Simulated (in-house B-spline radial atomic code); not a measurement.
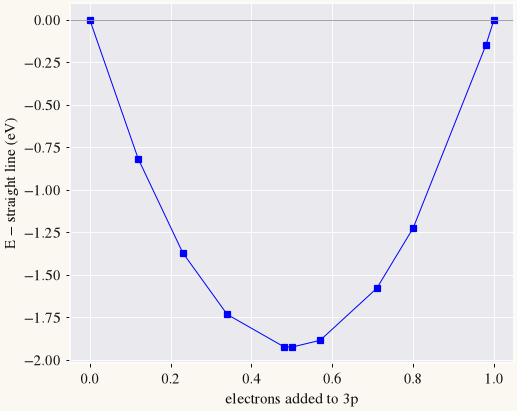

Computed with an in-house B-spline radial code: non-relativistic BLYP, spin-polarised, spherical fractional occupations, point nucleus, basis-set limit. The occupation of the 3p shell is varied from Ar⁴⁺ ([Ne] 3s2 3p2 (high spin)) to Ar³⁺ ([Ne] 3s2 3p3 (high spin)), with spherical fractional occupations. The plot shows the total energy less the straight line between the end points.

### Is the energy convex or concave in the occupation, and by how much?

The curve is convex (below the straight line), with the largest deviation among the points computed, −1.93 eV, at 0.5. The end points differ by 58.9 eV, the energy to take the electron out. Convexity is the mark of the delocalisation error, which puts fractional charges too low; for p, d and f shells the spherical spreading of the fraction adds to it.
